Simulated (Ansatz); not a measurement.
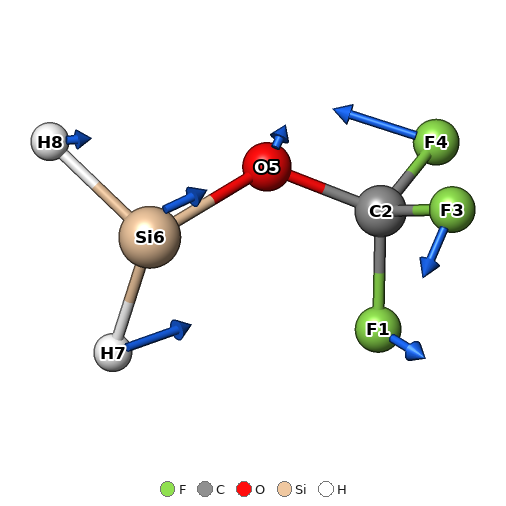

The arrows show one normal mode. State: neutral, doublet. Harmonic vibrations computed with UKS PBE0-D4/def2-TZVP (Ansatz 0.2.0) at a stationary point of the same level.

Q: Describe the motion.

A: Mostly angle bending.

Q: Estimate its harmonic wavenumber.

A: 402 cm⁻¹; it is mode 4 of 18 counted from the lowest.
